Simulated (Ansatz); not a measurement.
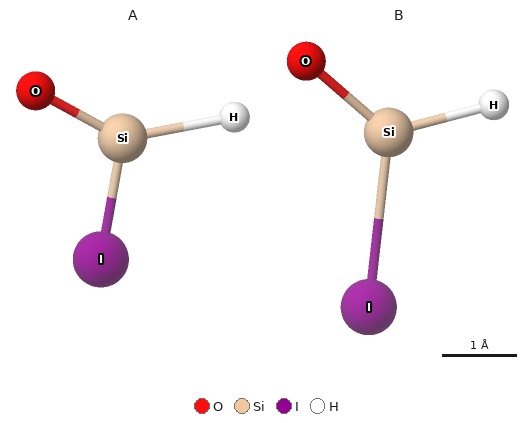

Two geometries of SiHOI, drawn at one scale. One is the start of a relaxation, the other its converged end. A ball-and-stick model, seen at a tilt.

Computed with RKS PBE-D4/def2-SVP in Ansatz. (force threshold 0.03 eV/Å; at most 250 steps)

> Which geometry has the lower energy?

Structure B is the relaxed one. It is one of the separated reactants of a reaction. The I atom moves most after the best rigid fit: 0.67 Å. By element the largest moves are I 0.67 Å, O 0.41 Å, H 0.20 Å, Si 0.08 Å. Near-neighbour distances that change, for instance: I–O 2.551 → 3.566 Å, I–Si 1.698 → 2.432 Å, O–Si 1.405 → 1.549 Å, H–Si 1.576 → 1.501 Å. Bond angles that change, for instance: O–Si–H 141.3° → 125.5°, O–Si–I 110.2° → 125.7°. After 7 geometry steps the energy has fallen by 262.7 kcal/mol. The largest force component goes from 39 to 0.02 eV/Å.
